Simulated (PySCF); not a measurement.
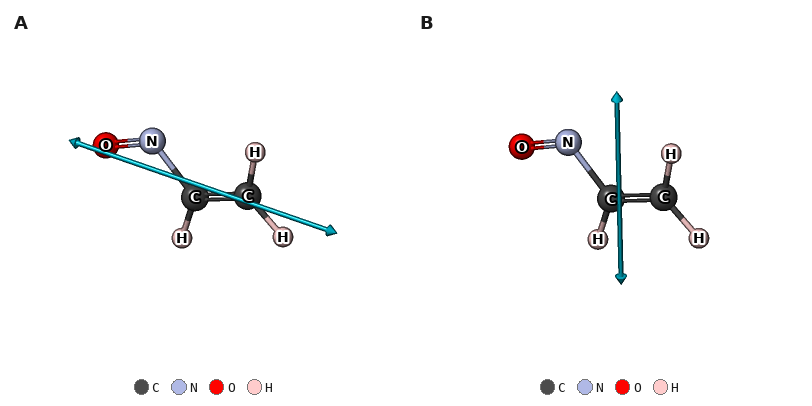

The double arrows show the directions of two transition dipoles from the ground state (lengths mean nothing). The computed structure is the end point of a PBE0-D3(BJ)/def2-SVP optimisation. No frequency run is at hand to confirm it as a minimum. Properties computed with TDDFT PBE0/def2-SVP, vertical, gas phase, core orbitals frozen in the response (PySCF 2.14.0).

Question: One belongs to singlet state 3 and one to singlet state 6. Which is which?

Answer: A: state 3, 5.89 eV (210 nm), oscillator strength 0.29, mainly HOMO−1 → LUMO (weight 0.93).
B: state 6, 7.62 eV (163 nm), oscillator strength 0.027, mainly HOMO → LUMO+2 (weight 0.88).
